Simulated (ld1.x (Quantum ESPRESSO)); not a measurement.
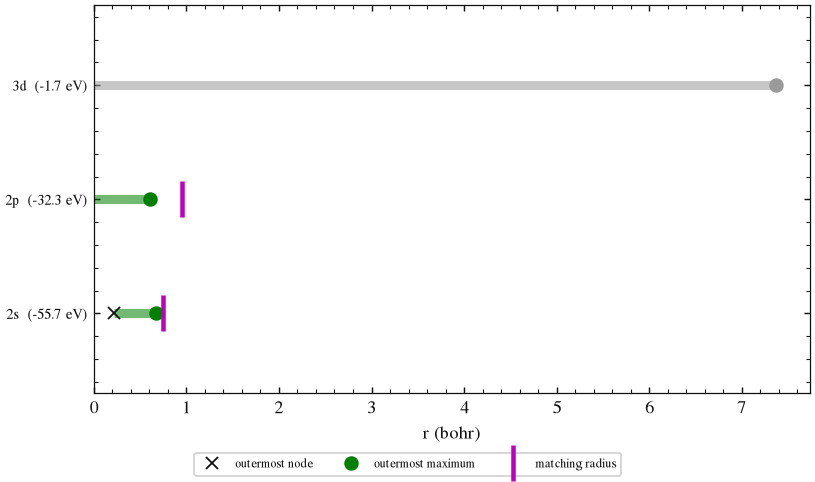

Outer shells of the all-electron reference atom: each bar runs from the outermost node (or the nucleus) to the outermost maximum of u(r); the tick is the radius chosen for the pseudo-wave. Shells without a tick have no pseudo-wave of their own. Levels, nodes and maxima are from ld1.x, scalar-relativistic.

- Radii against the shells: 2s: 0.75 bohr, outside the maximum; 2p: 0.95 bohr, outside the maximum.

**Pseudopotential generation, with input and output: Ne**

System: neon (Ne, Z = 10), core [He], reference valence 2s2 2p5 (an ion of charge +1), valence charge 8.
Method: RRKJ potential, PBE, scalar-relativistic, made with ld1.x (Quantum ESPRESSO) 7.5.

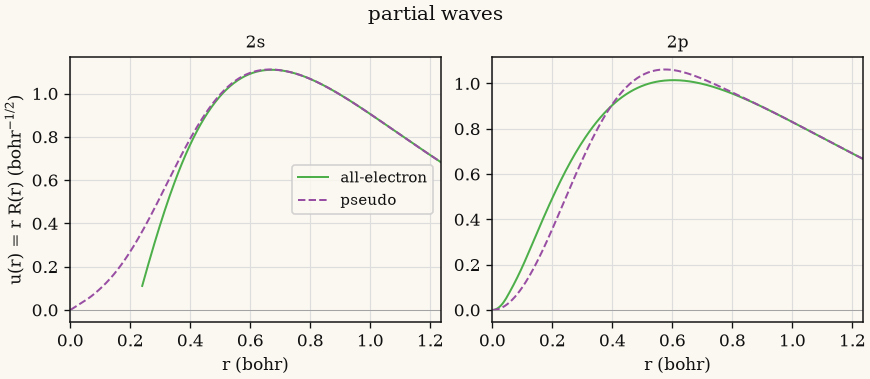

All-electron valence functions (solid) with their pseudo partners (dashed). The innermost oscillations of some all-electron curves aren't drawn. Reference configuration 2s2 2p5.

- Matching radii: 2s at 0.75 bohr; 2p at 0.95 bohr. The curves merge smoothly, so the plot gives these only roughly.
- Nodes of the pseudo-waves: 2s has no node; 2p has no node.
- Cutoffs needed: 160 Ry (loose) and 200 Ry (tight), as the cutoffs, on a coarse ladder, from which the occupation-weighted sum of valence levels, in a spherical-Bessel basis at the reference potential, stays within 10 and 1 mRy of its value at 400 Ry.

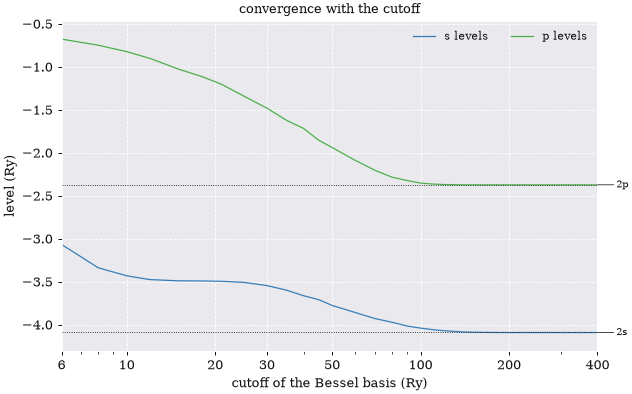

The pseudo-atom Hamiltonian at the reference potential is diagonalised in spherical Bessel functions (20 bohr box) up to the cutoff. Curves: the lowest levels of each channel that holds a bound state. Dotted lines: the all-electron valence levels.

- Ghost states: no ghost state below the valence levels in the s, p, d, f channels. The curves of the valence states settle on the dotted lines.
- All-electron valence levels: 2s: -4.1 Ry; 2p: -2.37 Ry.

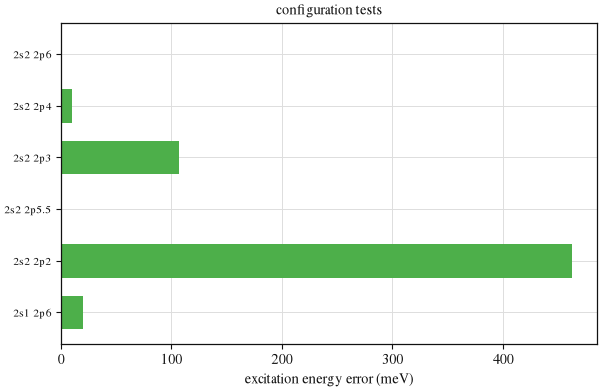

Errors, all-electron minus pseudo, of the energies of valence configurations relative to the unpolarised reference 2s2 2p5.

- Worst configuration: 2s2 2p2 (charge +4): the error is +462 meV on an all-electron energy of +205.33 eV relative to the reference, or 0.23 %.
- Errors in meV: 2s2 2p6: +0.9; 2s2 2p4: +9.8; 2s2 2p3: +107; 2s2 2p5.5: +1.2; 2s2 2p2: +462; 2s1 2p6: +20.
- Configurations within 10 meV and within 50 meV: 3 and 4 of 6.

Input and output of the run follow.

**Input file**
```
 &input
   title='Ne', zed=10., rel=1, dft='PBE', iswitch=3,
   config='[He] 2s2 2p5',
   nld=2, rlderiv=1.05, eminld=-6.0, emaxld=5.0, deld=0.02
 /
 &inputp
   pseudotype=2, tm=.false., lloc=-1, rcloc=0.95,
   nlcc=.true., new_core_ps=.true., rcore=0.55,
   file_pseudopw='Ne.UPF', file_wfcaegen='ae.wfc', file_wfcncgen='nc.wfc', file_beta='beta', file_chi='chi'
 /
2
2S  1  0   2.00   0.00  0.75  0.75  0.0
2P  2  1   5.00   0.00  0.95  0.95  0.0
 &test
   configts(1)='2s2 2p5'
 /
```

**Input of the test run**
```
 &input
   title='Ne', zed=10., rel=1, dft='PBE', iswitch=2,
   config='[He] 2s2 2p5'
 /
 &test
   file_pseudo='Ne.UPF', nconf=7,
   configts(1)='2s2 2p5',
   configts(2)='2s2 2p6',
   configts(3)='2s2 2p4',
   configts(4)='2s2 2p3',
   configts(5)='2s2 2p5.5',
   configts(6)='2s2 2p2',
   configts(7)='2s1 2p6'
 /
```

Launched with:
```bash
ld1.x < Ne.in > Ne.out
```

**Log**
```
     Program LD1 v.7.5
     --------------------------- All-electron run ----------------------------

     Ne
     scalar relativistic calculation

     atomic number is 10.00
     dft =PBE   lsd =0 sic =0 latt =0  beta=0.20 tr2=1.0E-14
     Exchange-correlation= PBE
                           (   1   4   3   4   0   0   0)
     mesh =1113 r(mesh) =  99.22747 a.u. xmin = -7.00 dx = 0.01250
     1 Ry =  13.60569312 eV, c = 137.03599908

     n l     nl                  e(Ry)          e(Ha)          e(eV)
     1 0     1S 1( 2.00)       -62.7244       -31.3622      -853.4083
     2 0     2S 1( 2.00)        -4.0902        -2.0451       -55.6502
     2 1     2P 1( 5.00)        -2.3722        -1.1861       -32.2755

     final scf error:  1.3E-15 reached in  19 iterations

     Etot =    -256.375699 Ry,    -128.187850 Ha,   -3488.169091 eV

     Ekin =     256.373110 Ry,     128.186555 Ha,    3488.133861 eV
     Encl =    -606.775652 Ry,    -303.387826 Ha,   -8255.603314 eV
     Eh   =     117.668995 Ry,      58.834498 Ha,    1600.968239 eV
     Exc  =     -23.642153 Ry,     -11.821076 Ha,    -321.667877 eV

     normalization and overlap integrals

     s(1S/1S) =  1.000000  <r> =   0.1579  <r2> =    0.0336  r(max) =   0.1025
     s(2S/2S) =  1.000000  <r> =   0.8639  <r2> =    0.9016  r(max) =   0.6686
     s(2P/2P) =  1.000000  <r> =   0.8834  <r2> =    1.0108  r(max) =   0.6050

     ------------------------ End of All-electron run ------------------------

     --------------------- Generating NC pseudopotential ---------------------

      Generating local potential from pseudized AE potential:
      Matching radius rcloc =   0.9500

      Local pseudo, rcloc= 0.949 Estimated cut-off energy=    26.47 Ry

      Computing core charge for nlcc:

       r > 0.55 : true rho core
      Core charge pseudized with two Bessel functions
      Integrated core pseudo-charge :   0.20

      Wfc   2S  rcut= 0.758  Estimated cut-off energy=      217.08 Ry
      This function has    0 nodes for 0 < r <    0.758

      Wfc   2P  rcut= 0.949  Estimated cut-off energy=      196.16 Ry
      This function has    0 nodes for 0 < r <    0.949

     ------------------- End of pseudopotential generation -------------------

     --------------------------- All-electron run ----------------------------

     Ne
     scalar relativistic calculation

     atomic number is 10.00
     dft =PBE   lsd =0 sic =0 latt =0  beta=0.20 tr2=1.0E-14
     Exchange-correlation= PBE
                           (   1   4   3   4   0   0   0)
     mesh =1113 r(mesh) =  99.22747 a.u. xmin = -7.00 dx = 0.01250
     1 Ry =  13.60569312 eV, c = 137.03599908

     n l     nl                  e(Ry)          e(Ha)          e(eV)
     1 0     1S 1( 2.00)       -62.7244       -31.3622      -853.4083
     2 0     2S 1( 2.00)        -4.0902        -2.0451       -55.6502
     2 1     2P 1( 5.00)        -2.3722        -1.1861       -32.2755

     final scf error:  1.3E-15 reached in  19 iterations

     Etot =    -256.375699 Ry,    -128.187850 Ha,   -3488.169091 eV

     Ekin =     256.373110 Ry,     128.186555 Ha,    3488.133861 eV
     Encl =    -606.775652 Ry,    -303.387826 Ha,   -8255.603314 eV
     Eh   =     117.668995 Ry,      58.834498 Ha,    1600.968239 eV
     Exc  =     -23.642153 Ry,     -11.821076 Ha,    -321.667877 eV

     normalization and overlap integrals

     s(1S/1S) =  1.000000  <r> =   0.1579  <r2> =    0.0336  r(max) =   0.1025
     s(2S/2S) =  1.000000  <r> =   0.8639  <r2> =    0.9016  r(max) =   0.6686
     s(2P/2P) =  1.000000  <r> =   0.8834  <r2> =    1.0108  r(max) =   0.6050

     ------------------------ End of All-electron run ------------------------

     Computing logarithmic derivative in   1.05515
     Computing logarithmic derivative in   1.05515
     Computing the partial wave expansion
     R is outside the sphere for l=    0 j= 0.00
     R is outside the sphere for l=    1 j= 0.00

     ---------------------- Testing the pseudopotential ----------------------

     Ne
     scalar relativistic calculation

     atomic number is 10.00   valence charge is  8.00
     dft =PBE   lsd =0 sic =0 latt =0  beta=0.20 tr2=1.0E-14
     mesh =1113 r(mesh) =  99.22747 xmin = -7.00 dx = 0.01250

     n l     nl             e AE (Ry)        e PS (Ry)    De AE-PS (Ry)
     1 0     2S   1( 2.00)       -4.09021       -4.09024        0.00003
     2 1     2P   1( 5.00)       -2.37221       -2.37222        0.00002

     eps = 5.6E-16  iter =  4

     Etot =    -256.375699 Ry,    -128.187850 Ha,   -3488.169091 eV
     Etotps =   -68.284973 Ry,     -34.142486 Ha,    -929.064382 eV

     Ekin =      49.796092 Ry,      24.898046 Ha,     677.510351 eV
     Encl =    -144.680402 Ry,     -72.340201 Ha,   -1968.477151 eV
     Ehrt =      51.035923 Ry,      25.517962 Ha,     694.379111 eV
     Ecxc =     -11.315321 Ry,      -5.657661 Ha,    -153.952790 eV
     (Ecc =      -0.304716 Ry,      -0.152358 Ha,      -4.145866 eV)
     Epseu=     -13.121265 Ry,      -6.560632 Ha,    -178.523904 eV

     ---------------------- End of pseudopotential test ----------------------
```

**Output of the test run (extracts)**
```
     ---------------------- Testing the pseudopotential ----------------------

     Ne
     scalar relativistic calculation

     atomic number is 10.00   valence charge is  8.00
     dft =PBE   lsd =0 sic =0 latt =0  beta=0.20 tr2=1.0E-14
     mesh =1113 r(mesh) =  99.22747 xmin = -7.00 dx = 0.01250

     n l     nl             e AE (Ry)        e PS (Ry)    De AE-PS (Ry)
     1 0     2S   1( 2.00)       -4.09021       -4.09024        0.00003
     2 1     2P   1( 5.00)       -2.37221       -2.37222        0.00002

     eps = 9.9E-16  iter = 12

     Etot =    -256.375699 Ry,    -128.187850 Ha,   -3488.169091 eV
     Etotps =   -68.284973 Ry,     -34.142486 Ha,    -929.064383 eV

     Ekin =      49.796092 Ry,      24.898046 Ha,     677.510352 eV
     Encl =    -144.680402 Ry,     -72.340201 Ha,   -1968.477153 eV
     Ehrt =      51.035923 Ry,      25.517962 Ha,     694.379112 eV
     Ecxc =     -11.315321 Ry,      -5.657661 Ha,    -153.952790 eV
     (Ecc =      -0.304716 Ry,      -0.152358 Ha,      -4.145866 eV)
     Epseu=     -13.121265 Ry,      -6.560632 Ha,    -178.523905 eV

     ---------------------- End of pseudopotential test ----------------------

     ---------------------- Testing the pseudopotential ----------------------

     Ne
     scalar relativistic calculation

     atomic number is 10.00   valence charge is  8.00
     dft =PBE   lsd =0 sic =0 latt =0  beta=0.20 tr2=1.0E-14
     mesh =1113 r(mesh) =  99.22747 xmin = -7.00 dx = 0.01250

     n l     nl             e AE (Ry)        e PS (Ry)    De AE-PS (Ry)
     1 0     2S   1( 2.00)       -2.67573       -2.67363       -0.00210
     2 1     2P   1( 6.00)       -0.98004       -0.97972       -0.00033

     eps = 9.9E-15  iter = 10

     Etot =    -258.027612 Ry,    -129.013806 Ha,   -3510.644510 eV
     Etotps =   -69.936950 Ry,     -34.968475 Ha,    -951.540676 eV
     dEtot_ae =      -1.651913 Ry
     dEtot_ps =      -1.651977 Ry,   Delta E=       0.000064 Ry

     Ekin =      52.326304 Ry,      26.163152 Ha,     711.935639 eV
     Encl =    -157.610379 Ry,     -78.805190 Ha,   -2144.398452 eV
     Ehrt =      61.856889 Ry,      30.928445 Ha,     841.605856 eV
     Ecxc =     -12.474885 Ry,      -6.237442 Ha,    -169.729456 eV
     (Ecc =      -0.304716 Ry,      -0.152358 Ha,      -4.145866 eV)
     Epseu=     -14.034879 Ry,      -7.017440 Ha,    -190.954263 eV

     ---------------------- End of pseudopotential test ----------------------

     ---------------------- Testing the pseudopotential ----------------------

     Ne
     scalar relativistic calculation

     atomic number is 10.00   valence charge is  8.00
     dft =PBE   lsd =0 sic =0 latt =0  beta=0.20 tr2=1.0E-14
     mesh =1113 r(mesh) =  99.22747 xmin = -7.00 dx = 0.01250

     n l     nl             e AE (Ry)        e PS (Ry)    De AE-PS (Ry)
     1 0     2S   1( 2.00)       -5.74246       -5.74440        0.00194
     2 1     2P   1( 4.00)       -4.02943       -4.02672       -0.00272

     eps = 5.1E-15  iter =  9

     Etot =    -253.195543 Ry,    -126.597771 Ha,   -3444.900857 eV
     Etotps =   -65.105533 Ry,     -32.552766 Ha,    -885.805901 eV
     dEtot_ae =       3.180157 Ry
     dEtot_ps =       3.179440 Ry,   Delta E=       0.000717 Ry

     Ekin =      45.500468 Ry,      22.750234 Ha,     619.065406 eV
     Encl =    -129.040258 Ry,     -64.520129 Ha,   -1755.682146 eV
     Ehrt =      39.877483 Ry,      19.938741 Ha,     542.560793 eV
     Ecxc =      -9.903909 Ry,      -4.951954 Ha,    -134.749541 eV
     (Ecc =      -0.304716 Ry,      -0.152358 Ha,      -4.145866 eV)
     Epseu=     -11.539318 Ry,      -5.769659 Ha,    -157.000414 eV

     ---------------------- End of pseudopotential test ----------------------

     ---------------------- Testing the pseudopotential ----------------------

     Ne
     scalar relativistic calculation

     atomic number is 10.00   valence charge is  8.00
     dft =PBE   lsd =0 sic =0 latt =0  beta=0.20 tr2=1.0E-14
     mesh =1113 r(mesh) =  99.22747 xmin = -7.00 dx = 0.01250

     n l     nl             e AE (Ry)        e PS (Ry)    De AE-PS (Ry)
     1 0     2S   1( 2.00)       -7.59575       -7.59612        0.00037
     2 1     2P   1( 3.00)       -5.92024       -5.90613       -0.01411  !

     eps = 1.8E-15  iter =  9

     Etot =    -248.239490 Ry,    -124.119745 Ha,   -3377.470323 eV
     Etotps =   -60.156642 Ry,     -30.078321 Ha,    -818.472807 eV
     dEtot_ae =       8.136209 Ry
     dEtot_ps =       8.128331 Ry,   Delta E=       0.007878 Ry

     Ekin =      39.320427 Ry,      19.660214 Ha,     534.981667 eV
     Encl =    -111.099033 Ry,     -55.549517 Ha,   -1511.579354 eV
     Ehrt =      29.139380 Ry,      14.569690 Ha,     396.461458 eV
     Ecxc =      -8.305461 Ry,      -4.152731 Ha,    -113.001556 eV
     (Ecc =      -0.304716 Ry,      -0.152358 Ha,      -4.145866 eV)
     Epseu=      -9.211954 Ry,      -4.605977 Ha,    -125.335021 eV

     ---------------------- End of pseudopotential test ----------------------

     ---------------------- Testing the pseudopotential ----------------------

     Ne
     scalar relativistic calculation

     atomic number is 10.00   valence charge is  8.00
     dft =PBE   lsd =0 sic =0 latt =0  beta=0.20 tr2=1.0E-14
     mesh =1113 r(mesh) =  99.22747 xmin = -7.00 dx = 0.01250

     n l     nl             e AE (Ry)        e PS (Ry)    De AE-PS (Ry)
     1 0     2S   1( 2.00)       -3.34981       -3.34866       -0.00115
     2 1     2P   1( 5.50)       -1.64003       -1.64002       -0.00002

     eps = 5.4E-16  iter = 12

     Etot =    -257.375837 Ry,    -128.687919 Ha,   -3501.776662 eV
     Etotps =   -69.285202 Ry,     -34.642601 Ha,    -942.673196 eV
     dEtot_ae =      -1.000138 Ry
     dEtot_ps =      -1.000229 Ry,   Delta E=       0.000091 Ry

     Ekin =      51.273124 Ry,      25.636562 Ha,     697.606389 eV
     Encl =    -151.518101 Ry,     -75.759050 Ha,   -2061.508784 eV
     Ehrt =      56.547506 Ry,      28.273753 Ha,     769.368020 eV
     Ecxc =     -11.931444 Ry,      -5.965722 Ha,    -162.335560 eV
     (Ecc =      -0.304716 Ry,      -0.152358 Ha,      -4.145866 eV)
     Epseu=     -13.656288 Ry,      -6.828144 Ha,    -185.803260 eV

     ---------------------- End of pseudopotential test ----------------------

     ---------------------- Testing the pseudopotential ----------------------

     Ne
     scalar relativistic calculation

     atomic number is 10.00   valence charge is  8.00
     dft =PBE   lsd =0 sic =0 latt =0  beta=0.20 tr2=1.0E-14
     mesh =1113 r(mesh) =  99.22747 xmin = -7.00 dx = 0.01250

     n l     nl             e AE (Ry)        e PS (Ry)    De AE-PS (Ry)
     1 0     2S   1( 2.00)       -9.62731       -9.61766       -0.00965  !
     2 1     2P   1( 2.00)       -8.02463       -7.98234       -0.04228  !

     eps = 2.9E-16  iter =  9

     Etot =    -241.284394 Ry,    -120.642197 Ha,   -3282.841414 eV
     Etotps =   -53.227640 Ry,     -26.613820 Ha,    -724.198939 eV
     dEtot_ae =      15.091306 Ry
     dEtot_ps =      15.057332 Ry,   Delta E=       0.033973 Ry

     Ekin =      31.179549 Ry,      15.589774 Ha,     424.219371 eV
     Encl =     -91.163695 Ry,     -45.581847 Ha,   -1240.345253 eV
     Ehrt =      19.418697 Ry,       9.709348 Ha,     264.204826 eV
     Ecxc =      -6.578694 Ry,      -3.289347 Ha,     -89.507687 eV
     (Ecc =      -0.304716 Ry,      -0.152358 Ha,      -4.145866 eV)
     Epseu=      -6.083497 Ry,      -3.041749 Ha,     -82.770197 eV

     ---------------------- End of pseudopotential test ----------------------

     ---------------------- Testing the pseudopotential ----------------------

     Ne
     scalar relativistic calculation

     atomic number is 10.00   valence charge is  8.00
     dft =PBE   lsd =0 sic =0 latt =0  beta=0.20 tr2=1.0E-14
     mesh =1113 r(mesh) =  99.22747 xmin = -7.00 dx = 0.01250

     n l     nl             e AE (Ry)        e PS (Ry)    De AE-PS (Ry)
     1 0     2S   1( 1.00)       -4.10537       -4.10498       -0.00039
     2 1     2P   1( 6.00)       -2.38261       -2.38512        0.00251

     eps = 3.6E-15  iter = 12

     Etot =    -254.655281 Ry,    -127.327640 Ha,   -3464.761603 eV
     Etotps =   -66.566028 Ry,     -33.283014 Ha,    -905.676944 eV
     dEtot_ae =       1.720419 Ry
     dEtot_ps =       1.718945 Ry,   Delta E=       0.001474 Ry

     Ekin =      55.385063 Ry,      27.692532 Ha,     753.552173 eV
     Encl =    -144.794947 Ry,     -72.397473 Ha,   -1970.035614 eV
     Ehrt =      50.930501 Ry,      25.465250 Ha,     692.944764 eV
     Ecxc =     -11.298771 Ry,      -5.649386 Ha,    -153.727614 eV
     (Ecc =      -0.304716 Ry,      -0.152358 Ha,      -4.145866 eV)
     Epseu=     -16.787873 Ry,      -8.393937 Ha,    -228.410654 eV

     ---------------------- End of pseudopotential test ----------------------
```

**Summary**

- outcome: generated
- cutoffs needed: 160 Ry and 200 Ry (the cutoffs, on a coarse ladder, from which the occupation-weighted sum of valence levels, in a spherical-Bessel basis at the reference potential, stays within 10 and 1 mRy of its value at 400 Ry); ghost states and empty shells don't enter this sum
- ghost test: no ghost state below the valence levels in the s, p, d, f channels (spherical-Bessel basis up to 400 Ry, 20 bohr box)
- largest excitation error: +462 meV (all-electron minus pseudo) for 2s2 2p2, out of 6 test configurations
- range over which the phases arctan(r u′/u) at the test radius agree within 0.05 rad (a looser test near the poles than one of phase shifts): s: over the whole range computed; p: over the whole range computed
- hardware: 1 CPU thread, shared host
- wall time: 0.7 s

**Remarks**

An excitation error of 462 meV in its own tests makes this a poorly transferable potential.
